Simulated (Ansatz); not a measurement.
# Li on Ni(100): change of the work function, part 4 of 4

Aim: the work function of Ni(100) at several coverages of Li (hollow site), and the dipole that each adsorbate carries.

Ansatz 0.2.0; plane-wave DFT, PBE, Ansatz PAW.

So far, work function, upper face (eV): step 2 (the clean slab) 4.88; step 3 (37 atoms, coverage 0.111 ML, cell 3x3) 3.49.

## 4. Adsorbate added, k-mesh 6×6×1, coverage 0.25 ML (continued)

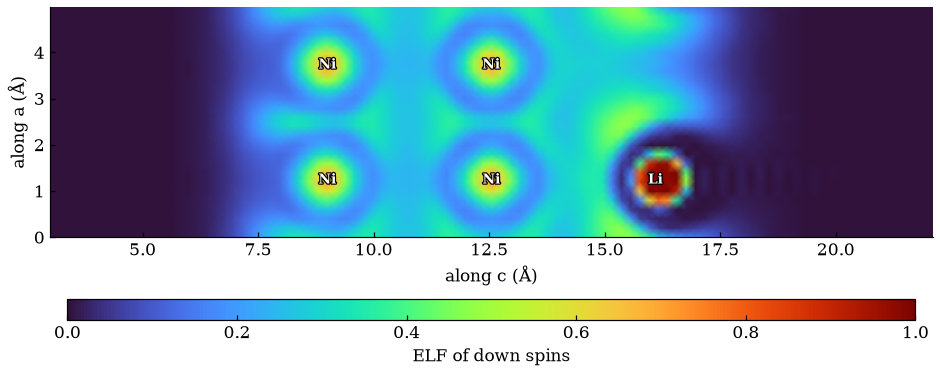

ELF of down spins in the ca plane at fractional y = 0.250, with atoms of Ni and Li within 0.2 Å of it. It is the smooth field of the valence electrons, not physical close to the nuclei. The far vacuum is left out of the map.

The relaxation took 4 steps and lowered the energy by 0.0069 eV; the largest force on the free atoms ends at 8.2e-4 eV/Å.

By hand: a sheet of dipoles makes a step −p/(ε₀A) in the electron's potential. With e/ε₀ = 180.95 V·Å, p = 0.3298 e·Å and A = 24.78 Å², that is −180.95 × (0.3298) / 24.78 = -2.408 eV, and the two vacuum levels of the run differ by -2.408 eV.

The covered face has 2.50 eV, -2.39 eV against the clean one; the bare back face has moved by +0.02 eV, a measure of how thin the slab is.

## 5. Adsorbate added, k-mesh 6×6×1, coverage 0.5 ML

System of this step: Li/Ni(100). The cell holds 18 atoms: 16 Ni and 2 Li. Its edges and angles: a = 4.978 Å, b = 4.978 Å, c = 25.143 Å, α = 90.0°, β = 90.0°, γ = 90.0°. Vacuum lies along c.

Another coverage, to see how the dipoles act on each other as their distance changes.

input.yaml

```yaml
crystal:
  lattice:
    - [4.9780317396, 0.0, 0.0]
    - [0.0, 4.9780317396, 0.0]
    - [0.0, 0.0, 25.1433792852]
  atoms:
    - { symbol: Ni, position: [0.25, 0.25, 0.357947112], spin: 0.76 }
    - { symbol: Ni, position: [0.0, 0.0, 0.4279456583], spin: 0.69 }
    - { symbol: Ni, position: [0.25, 0.25, 0.4988251111], spin: 0.7 }
    - { symbol: Ni, position: [0.0, 0.0, 0.5661777379], spin: 0.76 }
    - { symbol: Ni, position: [0.25, 0.75, 0.357947112], spin: 0.76 }
    - { symbol: Ni, position: [0.0, 0.5, 0.4279456583], spin: 0.69 }
    - { symbol: Ni, position: [0.25, 0.75, 0.4988251111], spin: 0.7 }
    - { symbol: Ni, position: [0.0, 0.5, 0.5661777379], spin: 0.76 }
    - { symbol: Ni, position: [0.75, 0.25, 0.357947112], spin: 0.76 }
    - { symbol: Ni, position: [0.5, 0.0, 0.4279456583], spin: 0.69 }
    - { symbol: Ni, position: [0.75, 0.25, 0.4988251111], spin: 0.7 }
    - { symbol: Ni, position: [0.5, 0.0, 0.5661777379], spin: 0.76 }
    - { symbol: Ni, position: [0.75, 0.75, 0.357947112], spin: 0.76 }
    - { symbol: Ni, position: [0.5, 0.5, 0.4279456583], spin: 0.69 }
    - { symbol: Ni, position: [0.75, 0.75, 0.4988251111], spin: 0.7 }
    - { symbol: Ni, position: [0.5, 0.5, 0.5661777379], spin: 0.76 }
    - { symbol: Li, position: [0.25, 0.25, 0.642052888] }
    - { symbol: Li, position: [0.75, 0.75, 0.642052888] }
magnetization:
  spin_polarized: true
kpoints:
  mp_grid: { grid: [6, 6, 1] }
hamiltonian:
  xc: pbe
scf:
  occupations: { method: fermi_dirac, width: 0.1 }
  convergence: { dr2_threshold: 1.0e-08 }
efield:
  axis: 3
  dipole_correction: true
  ramp_position: 0.97
  ramp_width: 0.06
relax:
  f_tol: 0.02
  max_steps: 60
  constraints: [{ sites: [0, 1, 4, 5, 8, 9, 12, 13] }]
output:
  dos: { projected: true, e_range: [-8, 4] }
  write_potential: true
  write_density: true
  volumetric_format: npy
  elf: true
```

On the command line:

```console
$ ansatz run input.yaml --threads 4 --pin off --max-ram 16384MiB --backend cpu --events-out ev --progress --plain --runs-dir out
```

Numbers of over 12 decimals in the logs are rounded to 6 here.

What it wrote:

```text
[...]
Crystal: 18 atoms, lattice volume = 623.073 Å³
Basis set: ecut = 420 eV, 12217 PW (Γ), exchange–correlation on 72×72×360 points (8 copies of the dense FFT grid, shifted against one another)
Bands: 184, of which v1, the nominal top of the filled ones, is band 147 counted from 1 (146 counted from 0)
[...]
- { symbol: Ni, position: [0.75, 0.75, 0.357947] }
    - { symbol: Ni, position: [0.500000, 0.500000, 0.427946] }
    - { symbol: Ni, position: [0.75, 0.75, 0.498343] }
    - { symbol: Ni, position: [0.500000, 0.500000, 0.566943] }
    - { symbol: Li, position: [0.250000, 0.250000, 0.640031] }
    - { symbol: Li, position: [0.75, 0.75, 0.640031] }
[key lines of the parts left out:]
SCF converged after 11 iterations
Magnetization: 9.9895 μB (151.9948 up, 142.0052 down)
Free energy (F): -93840.105910 eV
Fermi energy:    2.778554 eV
Dipole field:    D = 0.100770 V/Å  (p = 0.346983 e·Å, saw-weighted, corrected)
Work function:   Φ+ = 2.3699 eV   Φ− = 4.9036 eV
```

Run time: 8.5 min. Hardware: 4 threads of Arm Neoverse V1, shared host; peak memory 3.7 GiB.

Step by step:

```
step  energy less that of the first step (eV)  largest force component (eV/Å)
   1                                   0.0000                          0.2058
   2                                  -0.0155                          0.1517
   3                                  -0.0190                          0.0471
   4                                  -0.0193                          0.0052
```

Forces are held to the 16 operations that the run works with; a distortion that breaks them can't arise in this run.

The atoms that moved most (Å):

```
atom     dx     dy      dz  length
Li18  0.000  0.000  -0.051   0.051
Li17  0.000  0.000  -0.051   0.051
 Ni4  0.000  0.000   0.019   0.019
 Ni8  0.000  0.000   0.019   0.019
Ni16  0.000  0.000   0.019   0.019
Ni12  0.000  0.000   0.019   0.019
 Ni3  0.000  0.000  -0.012   0.012
Ni15  0.000  0.000  -0.012   0.012
```

The relaxed structure:

```xyz
18
Lattice="4.9780 0.0000 0.0000 0.0000 4.9780 0.0000 0.0000 0.0000 25.1434" Properties=species:S:1:pos:R:3
Ni    1.2445    1.2445    9.0000
Ni    0.0000    0.0000   10.7600
Ni    1.2445    1.2445   12.5300
Ni    0.0000    0.0000   14.2549
Ni    1.2445    3.7335    9.0000
Ni    0.0000    2.4890   10.7600
Ni    1.2445    3.7335   12.5486
Ni    0.0000    2.4890   14.2549
Ni    3.7335    1.2445    9.0000
Ni    2.4890    0.0000   10.7600
Ni    3.7335    1.2445   12.5486
Ni    2.4890    0.0000   14.2549
Ni    3.7335    3.7335    9.0000
Ni    2.4890    2.4890   10.7600
Ni    3.7335    3.7335   12.5300
Ni    2.4890    2.4890   14.2549
Li    1.2445    1.2445   16.0925
Li    3.7335    3.7335   16.0925
```

The density of states has structure finer than the step of the table below, so its rows give means over 0.5 eV, whole bins alone (the curve runs from -8 to 1.98 eV). Peaks (eV: height): total -2.26: 61.7, -2.20: 63.8, -1.92: 65.3, -1.53: 57.5, -1.08: 58.1, -0.93: 67.0, -0.57: 73.1; up -2.26: 47.2, -2.20: 48.2, -1.92: 39.7, -1.65: 33.7, -1.08: 32.4, -0.84: 36.1, -0.57: 51.9; down -1.95: 29.9, -1.53: 32.8, -1.44: 32.0, -0.93: 36.0, -0.69: 33.7, -0.18: 31.4, 0.27: 34.8.

The density of states by energy, zero at the Fermi level; means over each step; values in states/eV a cell:

```
energy (eV)  total     up   down
       -7.5   1.04  0.524  0.517
       -7.0   1.25  0.619  0.628
       -6.5   2.57   1.30   1.28
       -6.0   2.17   1.13   1.04
       -5.5   3.21   1.70   1.51
       -5.0   4.33   2.38   1.96
       -4.5   8.83   6.05   2.78
       -4.0   18.2   11.6   6.51
       -3.5   22.4   13.3   9.04
       -3.0   25.9   13.6   12.2
       -2.5   32.5   19.3   13.2
       -2.0   41.1   23.5   17.5
       -1.5   45.6   24.4   21.2
       -1.0   50.2   28.7   21.5
       -0.5   43.4   19.3   24.1
        0.0   29.3   3.70   25.6
        0.5   13.0   3.09   9.95
        1.0   7.28   3.61   3.67
        1.5   6.54   3.32   3.22
```

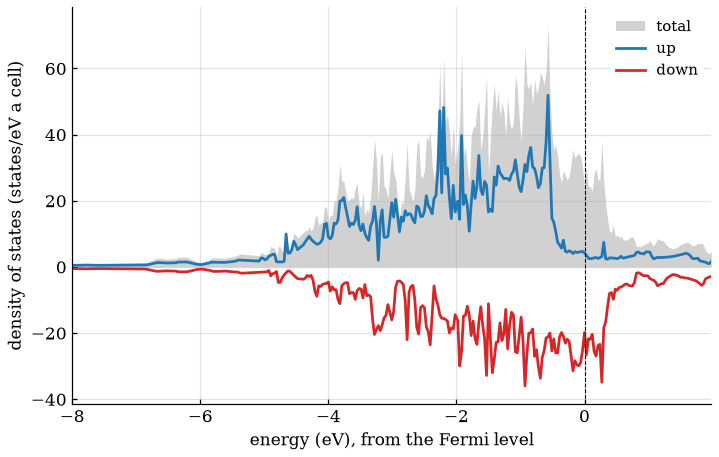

Density of states, plotted against energy. Down spins are drawn negative.

The relaxation took 4 steps and lowered the energy by 0.019 eV; the largest force on the free atoms ends at 0.0052 eV/Å.

The covered face has 2.37 eV, -2.51 eV against the clean one; the bare back face has moved by +0.02 eV, a measure of how thin the slab is.

## 6. Adsorbate added, k-mesh 12×12×1, coverage 1 ML

System of this step: Li/Ni(100). The cell holds 5 atoms: 4 Ni and 1 Li. Its edges and angles: a = 2.489 Å, b = 2.489 Å, c = 25.143 Å, α = 90.0°, β = 90.0°, γ = 90.0°. Vacuum lies along c.

Another coverage, to see how the dipoles act on each other as their distance changes.

input.yaml, the sections that differ from step 5:

```yaml
crystal:
  lattice:
    - [2.4890158698, 0.0, 0.0]
    - [0.0, 2.4890158698, 0.0]
    - [0.0, 0.0, 25.1433792852]
  atoms:
    - { symbol: Ni, position: [0.5, 0.5, 0.357947112], spin: 0.76 }
    - { symbol: Ni, position: [0.0, 0.0, 0.4279456583], spin: 0.69 }
    - { symbol: Ni, position: [0.5, 0.5, 0.4988251111], spin: 0.7 }
    - { symbol: Ni, position: [0.0, 0.0, 0.5661777379], spin: 0.76 }
    - { symbol: Li, position: [0.5, 0.5, 0.642052888] }
kpoints:
  mp_grid: { grid: [12, 12, 1] }
relax:
  f_tol: 0.02
  max_steps: 60
  constraints: [{ sites: [0, 1] }]
output:
  write_potential: true
  write_density: true
  volumetric_format: npy
# magnetization, hamiltonian, scf, efield: as in step 5
```

What it wrote:

```text
[...]
Crystal: 5 atoms, lattice volume = 155.768 Å³
Basis set: ecut = 420 eV, 3013 PW (Γ), exchange–correlation on 36×36×360 points (8 copies of the dense FFT grid, shifted against one another)
Bands: 47, of which v1, the nominal top of the filled ones, is band 38 counted from 1 (37 counted from 0)
[...]
F+E_penalty+E_count = -23562.53193924 eV   max|allowed force component| = 1.769e-3 eV/Å
  atoms:
    - { symbol: Ni, position: [0.500000, 0.500000, 0.357947] }
    - { symbol: Ni, position: [0.0, 0.0, 0.427946] }
    - { symbol: Ni, position: [0.500000, 0.500000, 0.498406] }
    - { symbol: Ni, position: [0, 0.0, 0.567392] }
    - { symbol: Li, position: [0.500000, 0.500000, 0.638585] }
[key lines of the parts left out:]
SCF converged after 13 iterations
Magnetization: 2.2481 μB (38.6240 up, 36.3760 down)
Free energy (F): -23562.531939 eV
Fermi energy:    2.706213 eV
Dipole field:    D = 0.058930 V/Å  (p = 0.050729 e·Å, saw-weighted, corrected)
Work function:   Φ+ = 3.4102 eV   Φ− = 4.8919 eV
```

It took 73 s on 4 threads; peak memory 0.67 GiB.

The steps of the relaxation:

```
step  energy less that of the first step (eV)  largest force component (eV/Å)
   1                                   0.0000                          0.4518
   2                                  -0.0157                          0.2304
   3                                  -0.0194                          0.0471
   4                                  -0.0196                          0.0018
```

Forces are held to the 8 operations that the run works with; a distortion that breaks them can't arise in this run.

The atoms that moved most (Å):

```
atom     dx     dy      dz  length
 Li5  0.000  0.000  -0.087   0.087
 Ni4  0.000  0.000   0.031   0.031
 Ni3  0.000  0.000  -0.011   0.011
```

Final coordinates:

```xyz
5
Lattice="2.4890 0.0000 0.0000 0.0000 2.4890 0.0000 0.0000 0.0000 25.1434" Properties=species:S:1:pos:R:3
Ni    1.2445    1.2445    9.0000
Ni    0.0000    0.0000   10.7600
Ni    1.2445    1.2445   12.5316
Ni    0.0000    0.0000   14.2661
Li    1.2445    1.2445   16.0562
```

Running mean over 1.76 Å of the planar mean; the ramp of the sawtooth is left out. Table of electron's electrostatic potential energy less the Fermi level by z:

| z (Å) | electron's electrostatic potential energy less the Fermi level (eV) |
| --- | --- |
| 4 | 4.89 |
| 5 | 4.89 |
| 6 | 4.85 |
| 7 | 4.39 |
| 8 | -1.70 |
| 9 | -9.86 |
| 10 | -10.3 |
| 11 | -10.3 |
| 12 | -10.3 |
| 13 | -10.5 |
| 14 | -10.3 |
| 15 | -7.13 |
| 16 | -3.04 |
| 17 | -0.415 |
| 18 | 2.67 |
| 19 | 3.29 |
| 20 | 3.39 |
| 21 | 3.41 |
| 22 | 3.41 |

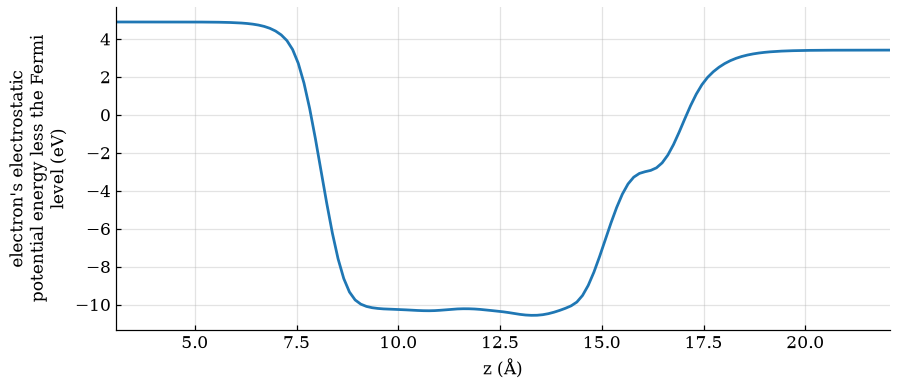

Electron's electrostatic potential energy less the Fermi level, plotted against z.

The relaxation took 4 steps and lowered the energy by 0.020 eV; the largest force on the free atoms ends at 0.0018 eV/Å.

The covered face has 3.41 eV, -1.47 eV against the clean one; the bare back face has moved by +0.01 eV, a measure of how thin the slab is.

## 7. Work function against coverage

This step: plane-wave DFT, PBE, Ansatz PAW; work function against coverage (Ansatz 0.2.0).

The runs are now put side by side.

Numbers from this step:

```
work function of the clean face     : 4.883 eV
largest change of the work function : -2.513 eV
```

Table of work function of the covered face by coverage:

```csv
coverage (adsorbates/nm²),work function of the covered face (eV)
0.00,4.88
1.79,3.49
4.04,2.50
8.07,2.37
16.14,3.41
```

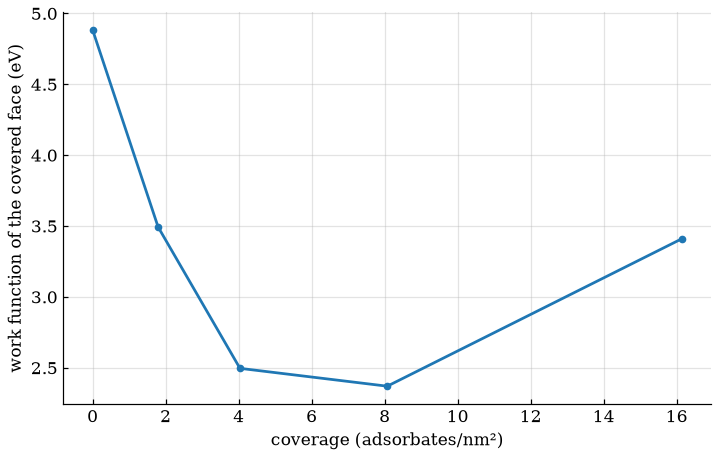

Work function of the covered face, plotted against coverage.

The dipole per adsorbate comes from the change of the cell's dipole. Coverage, by row:

```csv
coverage (1/nm²),coverage (ML),work function (eV),change (eV),"dipole per adsorbate, positive end outwards (debye)",mean height of the added atoms over the highest substrate atom (Å)
1.793,0.1111,3.493,-1.39,2.074,1.897
4.035,0.25,2.496,-2.387,1.584,1.852
8.071,0.5,2.37,-2.513,0.833,1.838
16.14,1,3.41,-1.473,0.244,1.79
```

## 8. What came out

- work function of the clean face: 4.88 eV
- work function at 0.11 ML: 3.49 eV
- work function at 0.25 ML: 2.50 eV
- work function at 0.5 ML: 2.37 eV
- work function at 1 ML: 3.41 eV
- dipole per adsorbate at 0.11 ML, positive end outwards: 2.07 D

**Reading.** Li lowers the work function of Ni(100) at the lowest coverage, by 1.39 eV: the adsorbate layer has its positive end outwards. The dipole per adsorbate falls from 2.07 to 0.24 D as the layer fills. Neighbouring dipoles depolarise each other, and heights and bonding change with coverage too. The work function passes a minimum near 0.5 ML among the coverages run and rises again. The slab has 4 layers, at the tabulated experimental lattice constant, one starting site was run, and quantum-size effects of a slab this thin can reach one or two tenths of an eV. The magnetic order is the one reached from the typed start; other orders were not compared.

[Logs are printed without paths, hosts, clocks, repeated set-up lines and the standing remarks that a program may print on its own settings, such as how far it seeks lower states.]

[Hosts, paths, dates, database ids (printed as entryN), source tags and the programs' standing remarks are cut or masked in the printed files.]

[Maps of the electrostatic potential energy from Ansatz leave out the sawtooth potential of an applied field or a dipole correction, so their vacuum need not be flat; planar profiles and work functions include it.]
